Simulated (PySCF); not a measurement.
SMILES [SiH3]c1sc(cc1)[Si](F)(F)F at its GFN2-xTB optimised geometry (Å):

```
15

F      1.0016    -0.7660     0.0000
Si    -0.5854    -0.7660     0.0000
F     -1.0016     0.7660     0.0000
F     -1.0009    -1.2717    -1.4463
C     -1.2816    -1.7553     1.3941
C     -0.5974    -2.4504     2.3595
C     -1.4375    -3.0996     3.2765
C     -2.7706    -2.9146     3.0313
Si    -4.2493    -3.5797     3.9818
S     -2.9947    -1.9180     1.6396
H      0.4770    -2.4852     2.3970
H     -1.0756    -3.6904     4.0991
H     -5.0767    -4.3628     3.0636
H     -3.7158    -4.4124     5.0589
H     -5.0083    -2.4466     4.5126
```

Method: PySCF with CAM-B3LYP/def2-TZVP. Cells within 0.4 Å of a nucleus heavier than hydrogen are left out (blank, or x).

Map of the deformation density (molecule minus spherical neutral atoms) (e/bohr³) on the plane z = 0.0 Å:

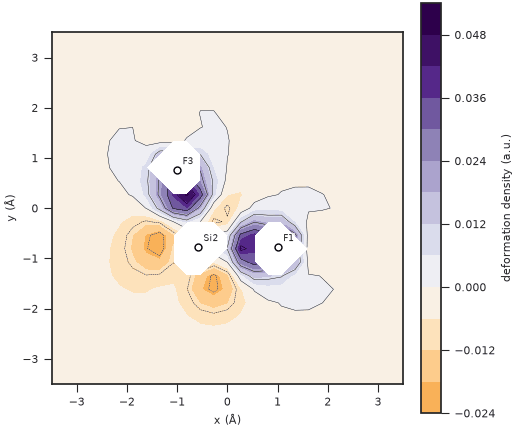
Fig. 1. Deformation density (molecule minus spherical neutral atoms) (e/bohr³) on the plane z = 0.0 Å.
